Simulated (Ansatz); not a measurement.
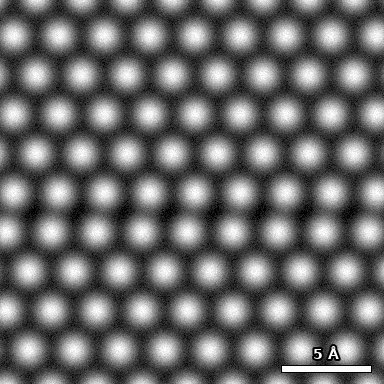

Integrated-DPC-like image of W (Im-3m, No. 229) along [111]. Simulated as the projected potential of neutral atoms (B = 0.3 Å²) blurred by a 1.11 Å probe, the thin-sample limit of integrated differential phase contrast. The display is stretched by a gamma of 0.65; percentages refer to the linear signal. Shot noise was added.

One planar defect was built into the perfect crystal by geometry alone, without relaxation. Host structure: a calculation's starting geometry.

Where does the periodic pattern break, and how?

A planar fault (a stacking fault) runs horizontally about 12 Å below the top edge. The part above it is shifted along the boundary by 2/3 of the 2.60 Å repeat of the rows (1.7 Å to the right, the same as 0.9 Å to the left); both parts keep the same orientation.
